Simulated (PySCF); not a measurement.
```json
{"atom": "C", "x (Å)": "-0.3275", "y (Å)": "1.4373", "z (Å)": "-0.0711"}
{"atom": "N", "x (Å)": "-0.3945", "y (Å)": "0.0030", "z (Å)": "-0.1334"}
{"atom": "C", "x (Å)": "-1.7202", "y (Å)": "-0.4924", "z (Å)": "-0.3918"}
{"atom": "Si", "x (Å)": "0.7457", "y (Å)": "-0.9607", "z (Å)": "0.7390"}
{"atom": "N", "x (Å)": "2.3393", "y (Å)": "-0.3777", "z (Å)": "0.4092"}
{"atom": "F", "x (Å)": "0.6959", "y (Å)": "-2.3807", "z (Å)": "-0.0670"}
{"atom": "H", "x (Å)": "0.7081", "y (Å)": "1.7428", "z (Å)": "0.0513"}
{"atom": "H", "x (Å)": "-0.9208", "y (Å)": "1.8465", "z (Å)": "0.7572"}
{"atom": "H", "x (Å)": "-0.7137", "y (Å)": "1.8584", "z (Å)": "-1.0032"}
{"atom": "H", "x (Å)": "-2.4325", "y (Å)": "-0.1900", "z (Å)": "0.3862"}
{"atom": "H", "x (Å)": "-2.0736", "y (Å)": "-0.0982", "z (Å)": "-1.3485"}
{"atom": "H", "x (Å)": "-1.6995", "y (Å)": "-1.5772", "z (Å)": "-0.4462"}
{"atom": "H", "x (Å)": "2.7979", "y (Å)": "0.2342", "z (Å)": "1.0615"}
{"atom": "H", "x (Å)": "2.9946", "y (Å)": "-1.0460", "z (Å)": "0.0347"}
```

Geometry: GFN2-xTB.

Method: UKS B3LYP, pcH-1 on C F H N Si, non-relativistic, mean-field spin-orbit, GIAO in PySCF 2.14.0, density-fitted response routines.

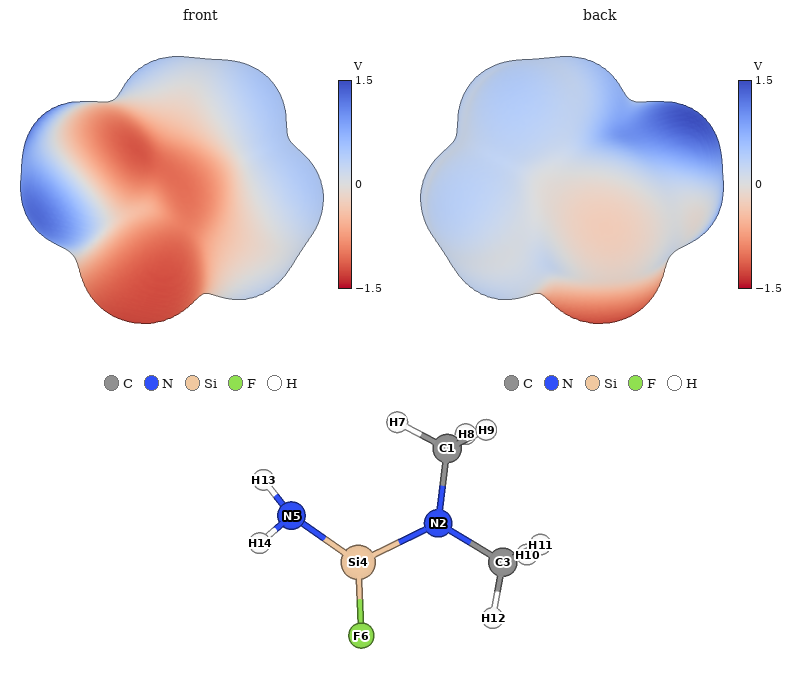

C₂H₈FN₂Si (SMILES CN(C)[Si](N)F) (doublet). The molecular electrostatic potential painted on the density surface at 0.001 e/bohr³, seen from the front and from behind; the colour scale runs from red (negative) to blue (positive). The bare structure is drawn below in the same view.

### Which sites attract a positive test charge, and which a negative one?

A positive charge is drawn to the negative regions and a negative charge to the positive ones. The most negative region (about −1.2 V) lies over F6, the most positive (about +1.4 V) over H13.
